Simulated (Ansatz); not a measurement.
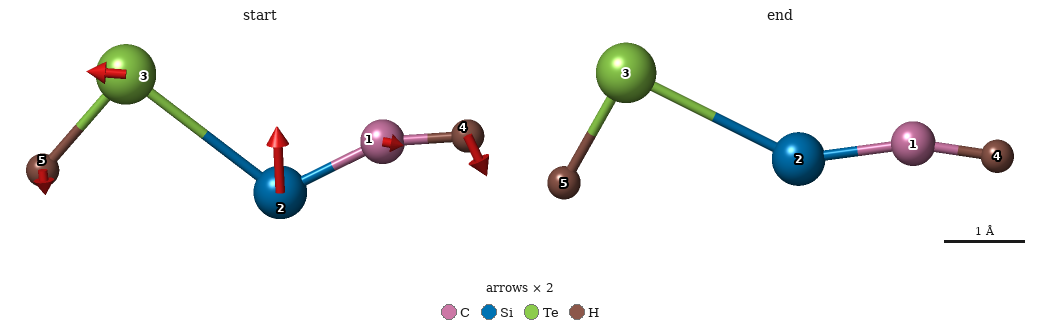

The structure of CH₂SiTe before (left) and after (right) a constrained relaxation, at one scale. The red arrows give the displacements, 2 times their true length.

A ball-and-stick model, seen at a tilt.

Theory: Ansatz, RKS PBE0-D4/def2-TZVP.

The input:
```yaml
crystal:
  periodic: [false, false, false]
  atoms:
    - {symbol: C, position_ang: [-1.602228, -0.387961, -0.068215]}
    - {symbol: Si, position_ang: [-0.249487, -0.211738, -0.607777]}
    - {symbol: Te, position_ang: [1.393194, 0.587188, 1.045036]}
    - {symbol: H, position_ang: [-2.652283, -0.634040, -0.080756]}
    - {symbol: H, position_ang: [2.606624, 0.580881, -0.087188]}
basis:
  gaussian: {orbitals: def2-TZVP}
hamiltonian: {xc: pbe0, dispersion: d4}
relax: {f_tol: 0.005, max_steps: 200, constraints: [{distance: [0, 1]}]}
```

What changed between the two?

The largest move after the best rigid fit is that of Si2, 0.44 Å. Largest moves by element: Si 0.44 Å, H 0.29 Å, Te 0.25 Å, C 0.14 Å. Near-neighbour distances that change, for instance: Si2–Te3 2.463 → 2.433 Å, C1–H4 1.079 → 1.072 Å. Bond angles that change, for instance: C1–Si2–Te3 114.0° → 144.3°, Si2–C1–H4 157.1° → 163.1°. After 7 accepted moves (8 points after the start) the energy has fallen by 0.114 eV. The largest force component goes from 0.56 to 0.004 eV/Å. The line search rejected the trial step at point 6 of the run. The run took about 26 core-seconds on a shared host.
